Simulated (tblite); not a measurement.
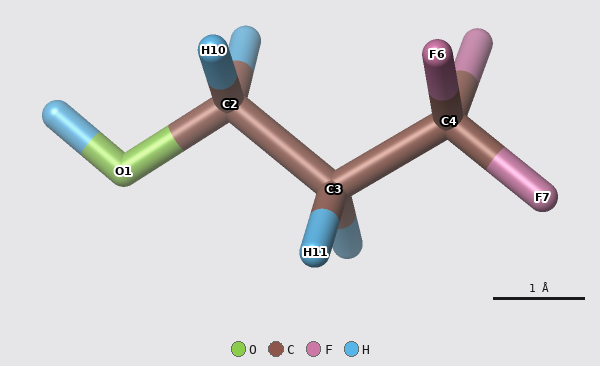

Fig. 1: The structure as given in the input (stick view, seen at a tilt; atoms are numbered from 1 in the order of the input).

## C$_{3}$H$_{5}$F$_{3}$O: geometry relaxation

The run: geometry relaxation of C$_{3}$H$_{5}$F$_{3}$O (CF3(CH2)2OH), SMILES OCCC(F)(F)F. Method and program: GFN2-xTB geometry optimisation, gas phase (tblite 0.8.0).

Log
```
step      E/eV     max force
  0    -741.20237    1.653
  1    -741.24459    0.302
  2    -741.25316    0.245
  3    -741.25846    0.151
  4    -741.25978    0.133
  5    -741.26065    0.101
  6    -741.26145    0.075
  7    -741.26197    0.062
  8    -741.26218    0.034
  9    -741.26218    0.034
 10    -741.26225    0.029
 11    -741.26246    0.032
 12    -741.26252    0.027
 13    -741.26264    0.027
 14    -741.26274    0.027
 15    -741.26285    0.032
 16    -741.26292    0.027
 17    -741.26298    0.016
 18    -741.26303    0.017
 19    -741.26307    0.017
 20    -741.26310    0.018
 21    -741.26314    0.016
 22    -741.26318    0.016
 23    -741.26321    0.014
 24    -741.26324    0.011
 25    -741.26325    0.010
 26    -741.26326    0.012
 27    -741.26328    0.011
 28    -741.26328    0.006
 29    -741.26328    0.004
```

Trajectory as extended XYZ (Å, eV, eV/Å), 12 frames, from step=0 to step=29
```
12
Properties=species:S:1:pos:R:3:forces:R:3 step=0 energy=-741.20237
O     2.1043    0.6046    0.4988   -0.2090  -0.2450   0.0200
C     0.9381   -0.2216    0.4724    1.4000  -0.3430   0.8100
C    -0.2273    0.5858   -0.0047   -0.3030   0.8630  -0.3880
C    -1.4845   -0.2435   -0.0530    0.0120  -0.0650   0.2960
F    -1.3409   -1.3098   -0.8650   -0.3010   0.2410   0.2110
F    -1.7964   -0.7274    1.1788   -0.0900   0.1220  -0.6110
F    -2.5378    0.4740   -0.4844    0.1800  -0.4100   0.1240
H     2.8463    0.0706    0.8209   -0.2300   0.2160  -0.1170
H     1.1459   -1.0776   -0.1797   -0.2450  -0.0710  -0.1130
H     0.7678   -0.6007    1.5012   -0.1670   0.0530  -0.2960
H    -0.3880    1.4565    0.6420   -0.0250  -0.2020   0.0740
H    -0.0263    0.9884   -1.0034   -0.0200  -0.1590  -0.0110
12
Properties=species:S:1:pos:R:3:forces:R:3 step=2 energy=-741.25316
O     2.1010    0.6004    0.4996    0.0540   0.1090   0.0020
C     0.9656   -0.2259    0.4864   -0.0140   0.0050  -0.0530
C    -0.2281    0.5994   -0.0097    0.2380  -0.0230   0.0530
C    -1.4811   -0.2423   -0.0469    0.1550   0.1000  -0.0150
F    -1.3494   -1.3041   -0.8598   -0.1330   0.0420   0.0420
F    -1.7998   -0.7251    1.1645   -0.0970  -0.0180  -0.0700
F    -2.5351    0.4629   -0.4815   -0.0380  -0.1450   0.0240
H     2.8422    0.0766    0.8182    0.0920   0.0820  -0.0040
H     1.1388   -1.0802   -0.1826   -0.1430  -0.0410  -0.0200
H     0.7626   -0.6009    1.4969   -0.1090  -0.0570   0.0410
H    -0.3894    1.4534    0.6460   -0.0270   0.0010   0.1190
H    -0.0262    0.9851   -1.0071    0.0230  -0.0540  -0.1180
12
Properties=species:S:1:pos:R:3:forces:R:3 step=5 energy=-741.26065
O     2.1041    0.6047    0.5006   -0.0100  -0.0370   0.0140
C     0.9693   -0.2262    0.4868    0.0040   0.0000   0.0130
C    -0.2169    0.6022   -0.0087   -0.0680   0.0020  -0.0150
C    -1.4732   -0.2376   -0.0469   -0.0510  -0.0330   0.0050
F    -1.3582   -1.3012   -0.8577    0.0190  -0.0110  -0.0260
F    -1.8059   -0.7255    1.1593    0.0160   0.0140   0.0200
F    -2.5364    0.4536   -0.4798    0.0050   0.0360  -0.0090
H     2.8498    0.0854    0.8172    0.0700   0.0720  -0.0060
H     1.1273   -1.0832   -0.1842   -0.0430   0.0060   0.0070
H     0.7544   -0.6046    1.4972   -0.0190  -0.0050  -0.0290
H    -0.3896    1.4516    0.6543    0.0390  -0.0210   0.0130
H    -0.0234    0.9800   -1.0141    0.0380  -0.0230   0.0140
12
Properties=species:S:1:pos:R:3:forces:R:3 step=7 energy=-741.26197
O     2.1049    0.6042    0.5019   -0.0360  -0.0330  -0.0010
C     0.9680   -0.2262    0.4868    0.0500  -0.0210   0.0300
C    -0.2178    0.6024   -0.0092   -0.0330  -0.0230   0.0030
C    -1.4746   -0.2384   -0.0473   -0.0280  -0.0080   0.0130
F    -1.3592   -1.3016   -0.8595    0.0110   0.0060   0.0050
F    -1.8067   -0.7248    1.1606    0.0210   0.0130  -0.0240
F    -2.5369    0.4540   -0.4802    0.0020   0.0240  -0.0050
H     2.8587    0.0940    0.8166   -0.0110   0.0430  -0.0160
H     1.1204   -1.0837   -0.1841   -0.0010   0.0010  -0.0050
H     0.7503   -0.6063    1.4955   -0.0030   0.0020  -0.0070
H    -0.3865    1.4493    0.6579    0.0170  -0.0060  -0.0190
H    -0.0194    0.9764   -1.0149    0.0110   0.0020   0.0250
12
Properties=species:S:1:pos:R:3:forces:R:3 step=10 energy=-741.26225
O     2.1039    0.6035    0.5019   -0.0220   0.0040  -0.0080
C     0.9686   -0.2270    0.4873    0.0030  -0.0210   0.0080
C    -0.2186    0.6015   -0.0090    0.0060  -0.0170   0.0080
C    -1.4755   -0.2386   -0.0472   -0.0020   0.0080  -0.0020
F    -1.3590   -1.3015   -0.8597    0.0000   0.0050   0.0050
F    -1.8063   -0.7244    1.1603    0.0030   0.0020  -0.0080
F    -2.5370    0.4550   -0.4805    0.0000   0.0130  -0.0030
H     2.8601    0.0968    0.8160   -0.0110   0.0250  -0.0110
H     1.1192   -1.0839   -0.1842    0.0080  -0.0090  -0.0060
H     0.7496   -0.6067    1.4952    0.0010  -0.0070   0.0120
H    -0.3854    1.4488    0.6579    0.0080  -0.0030  -0.0140
H    -0.0184    0.9758   -1.0142    0.0060   0.0000   0.0190
12
Properties=species:S:1:pos:R:3:forces:R:3 step=13 energy=-741.26264
O     2.0990    0.6051    0.5002   -0.0040   0.0030   0.0010
C     0.9682   -0.2311    0.4887   -0.0020   0.0080  -0.0020
C    -0.2177    0.5984   -0.0076   -0.0090   0.0080  -0.0060
C    -1.4760   -0.2374   -0.0478   -0.0040  -0.0100   0.0050
F    -1.3595   -1.3007   -0.8594   -0.0120   0.0000  -0.0130
F    -1.8064   -0.7239    1.1594   -0.0160   0.0030   0.0060
F    -2.5365    0.4581   -0.4811    0.0090   0.0020   0.0010
H     2.8581    0.1030    0.8135    0.0070   0.0170  -0.0040
H     1.1212   -1.0865   -0.1850   -0.0010  -0.0050   0.0180
H     0.7501   -0.6091    1.4979    0.0090  -0.0130  -0.0110
H    -0.3831    1.4480    0.6558    0.0070  -0.0010   0.0230
H    -0.0163    0.9755   -1.0106    0.0170  -0.0100  -0.0180
12
Properties=species:S:1:pos:R:3:forces:R:3 step=15 energy=-741.26285
O     2.0955    0.6068    0.4990    0.0020  -0.0030   0.0050
C     0.9670   -0.2331    0.4891    0.0300   0.0080   0.0060
C    -0.2179    0.5973   -0.0072    0.0020  -0.0040   0.0010
C    -1.4767   -0.2374   -0.0479   -0.0040   0.0000   0.0060
F    -1.3610   -1.3002   -0.8605   -0.0160   0.0040   0.0010
F    -1.8082   -0.7234    1.1596   -0.0120   0.0030  -0.0150
F    -2.5352    0.4605   -0.4815   -0.0050  -0.0030   0.0000
H     2.8577    0.1088    0.8115    0.0040   0.0100  -0.0030
H     1.1226   -1.0891   -0.1837   -0.0090   0.0070   0.0170
H     0.7515   -0.6122    1.4989    0.0040  -0.0010  -0.0210
H    -0.3808    1.4472    0.6566    0.0010  -0.0090   0.0170
H    -0.0132    0.9741   -1.0099    0.0050  -0.0130  -0.0130
12
Properties=species:S:1:pos:R:3:forces:R:3 step=18 energy=-741.26303
O     2.0936    0.6087    0.4986    0.0130   0.0100   0.0010
C     0.9680   -0.2337    0.4896    0.0010   0.0000  -0.0010
C    -0.2175    0.5961   -0.0069    0.0050  -0.0090   0.0030
C    -1.4776   -0.2372   -0.0479   -0.0030   0.0070  -0.0080
F    -1.3641   -1.2995   -0.8615   -0.0080   0.0010   0.0030
F    -1.8113   -0.7228    1.1587   -0.0050  -0.0010  -0.0050
F    -2.5349    0.4623   -0.4818   -0.0080   0.0070  -0.0030
H     2.8583    0.1143    0.8097    0.0110  -0.0010   0.0020
H     1.1229   -1.0906   -0.1812    0.0050   0.0010  -0.0090
H     0.7530   -0.6148    1.4980    0.0010   0.0070   0.0100
H    -0.3789    1.4453    0.6589   -0.0020  -0.0130  -0.0070
H    -0.0103    0.9714   -1.0103   -0.0100  -0.0080   0.0110
12
Properties=species:S:1:pos:R:3:forces:R:3 step=21 energy=-741.26314
O     2.0939    0.6107    0.4987   -0.0010  -0.0100   0.0020
C     0.9694   -0.2343    0.4902   -0.0030  -0.0030   0.0010
C    -0.2169    0.5938   -0.0062   -0.0100  -0.0010  -0.0020
C    -1.4788   -0.2364   -0.0486   -0.0060  -0.0110   0.0030
F    -1.3671   -1.2990   -0.8618   -0.0040  -0.0030  -0.0100
F    -1.8140   -0.7226    1.1573   -0.0070   0.0010   0.0080
F    -2.5356    0.4645   -0.4824    0.0090   0.0080  -0.0010
H     2.8600    0.1177    0.8088    0.0050  -0.0010   0.0010
H     1.1241   -1.0912   -0.1809    0.0150   0.0040  -0.0040
H     0.7543   -0.6152    1.4986    0.0090   0.0070   0.0070
H    -0.3781    1.4425    0.6595   -0.0030   0.0050   0.0010
H    -0.0099    0.9687   -1.0093   -0.0040   0.0030  -0.0050
12
Properties=species:S:1:pos:R:3:forces:R:3 step=23 energy=-741.26321
O     2.0941    0.6115    0.4988   -0.0080  -0.0110   0.0000
C     0.9701   -0.2350    0.4906    0.0080   0.0000   0.0030
C    -0.2172    0.5920   -0.0058   -0.0010   0.0010   0.0000
C    -1.4803   -0.2366   -0.0490    0.0020  -0.0080   0.0080
F    -1.3698   -1.2989   -0.8628   -0.0070  -0.0010  -0.0040
F    -1.8166   -0.7223    1.1569   -0.0070   0.0000  -0.0010
F    -2.5353    0.4671   -0.4830    0.0120   0.0010   0.0010
H     2.8618    0.1202    0.8082   -0.0070  -0.0020  -0.0010
H     1.1264   -1.0913   -0.1812    0.0100   0.0050   0.0080
H     0.7561   -0.6149    1.5000    0.0090   0.0020  -0.0060
H    -0.3777    1.4407    0.6599   -0.0060   0.0070   0.0020
H    -0.0101    0.9669   -1.0087   -0.0030   0.0050  -0.0090
12
Properties=species:S:1:pos:R:3:forces:R:3 step=26 energy=-741.26326
O     2.0940    0.6116    0.4989    0.0040   0.0110  -0.0030
C     0.9709   -0.2353    0.4909    0.0000   0.0030  -0.0020
C    -0.2173    0.5910   -0.0056    0.0040  -0.0010   0.0010
C    -1.4809   -0.2373   -0.0487    0.0040   0.0040  -0.0020
F    -1.3724   -1.2989   -0.8638   -0.0020   0.0000   0.0050
F    -1.8192   -0.7224    1.1567   -0.0010  -0.0040  -0.0030
F    -2.5341    0.4688   -0.4833    0.0020   0.0030   0.0010
H     2.8624    0.1211    0.8079   -0.0060  -0.0050   0.0000
H     1.1288   -1.0910   -0.1807    0.0010  -0.0040   0.0030
H     0.7580   -0.6145    1.5004    0.0000  -0.0050   0.0000
H    -0.3783    1.4400    0.6603   -0.0030  -0.0020  -0.0050
H    -0.0107    0.9661   -1.0090   -0.0040   0.0000   0.0050
12
Properties=species:S:1:pos:R:3:forces:R:3 step=29 energy=-741.26328
O     2.0941    0.6124    0.4986    0.0010   0.0010   0.0000
C     0.9714   -0.2351    0.4910   -0.0010   0.0010   0.0000
C    -0.2171    0.5905   -0.0054   -0.0030  -0.0010   0.0000
C    -1.4809   -0.2373   -0.0487   -0.0020  -0.0010  -0.0010
F    -1.3736   -1.2990   -0.8637    0.0030  -0.0010   0.0000
F    -1.8203   -0.7227    1.1562    0.0020   0.0000   0.0010
F    -2.5333    0.4700   -0.4834    0.0000   0.0040   0.0000
H     2.8619    0.1212    0.8076    0.0010   0.0000   0.0000
H     1.1301   -1.0913   -0.1800    0.0000   0.0000   0.0010
H     0.7589   -0.6149    1.5005    0.0000   0.0000  -0.0010
H    -0.3788    1.4397    0.6599    0.0000  -0.0010   0.0000
H    -0.0113    0.9658   -1.0087    0.0000  -0.0010   0.0000
```

The run was set up as follows.

The input
```
{"job": {"xc": "GFN2-xTB", "basis": "xTB", "kind": "relax"}, "charge": 0, "multiplicity": 1}
O      2.104300     0.604600     0.498800
C      0.938100    -0.221600     0.472400
C     -0.227300     0.585800    -0.004700
C     -1.484500    -0.243500    -0.053000
F     -1.340900    -1.309800    -0.865000
F     -1.796400    -0.727400     1.178800
F     -2.537800     0.474000    -0.484400
H      2.846300     0.070600     0.820900
H      1.145900    -1.077600    -0.179700
H      0.767800    -0.600700     1.501200
H     -0.388000     1.456500     0.642000
H     -0.026300     0.988400    -1.003400
```

The first line tells a small driver script what to run in tblite; the rest is the geometry in Å.

Launched with:
```bash
OMP_NUM_THREADS=1 python <driver script> task.json out
```

Results in brief

```json
{"quantity": "outcome", "value": "converged"}
{"quantity": "total energy", "value": "−741.2633 eV"}
{"quantity": "hardware", "value": "1 CPU thread, shared host"}
{"quantity": "peak memory", "value": "0.18 GiB"}
```
